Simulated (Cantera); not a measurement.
Input: 1 mol SiHCl3, 0.032 mol HCl, 31 mol N2, held at 18.0 mbar.

Cantera equilibrium calculation (NASA polynomials, part measured and part estimated; ideal gas, pure solids and liquids). Candidate condensed phases: NH4Cl, Si, Si3N4; 28 gas species. N2 is the only nitrogen source here; it is nearly inert below about 1500 K, so the nitride shown seldom forms there in practice. The tables' values for SiCl3, SiCl are old estimates; treat these amounts as uncertain. Rates play no part.

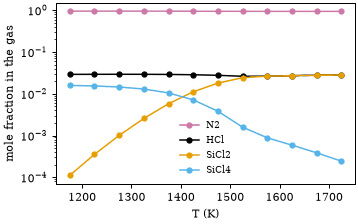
*Equilibrium gas composition (values under 1e-9 drawn at 1e-9)*

From 1175 K to 1525 K the condensed part is Si3N4(s). From 1575 K to 1725 K nothing is condensed. The main Si-bearing gas is SiCl4 at 1175 K and SiCl2 at 1725 K.
